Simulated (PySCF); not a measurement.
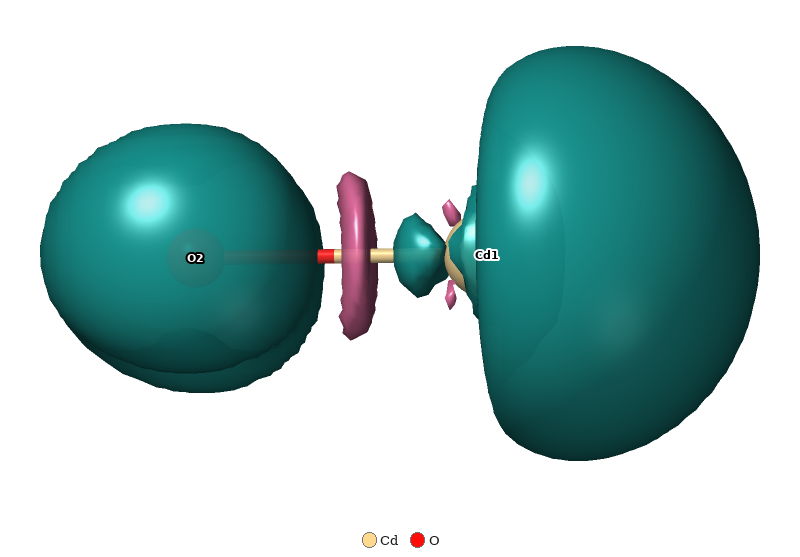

Figure. CdO (triplet). Isosurfaces of the spin density at +0.02 (teal) and −0.02 e/Å³ (pink), seen from one side.

Core potentials replace the inner electrons of Cd.

Method: PBE0/cc-pVDZ(-PP), non-relativistic Hamiltonian with scalar-relativistic core potentials where named, at a bond length of 2.101 Å in PySCF 2.14.0.

```csv
atom,x (Å),y (Å),z (Å)
Cd,0.0000,0.0000,-0.2587
O,0.0000,0.0000,1.8423
```

Where is the unpaired spin?

Answer. The unpaired spin (2 electrons) lies mostly on O2 (about 1.3) and Cd1 (about 0.7), in electrons by Hirshfeld's partition.
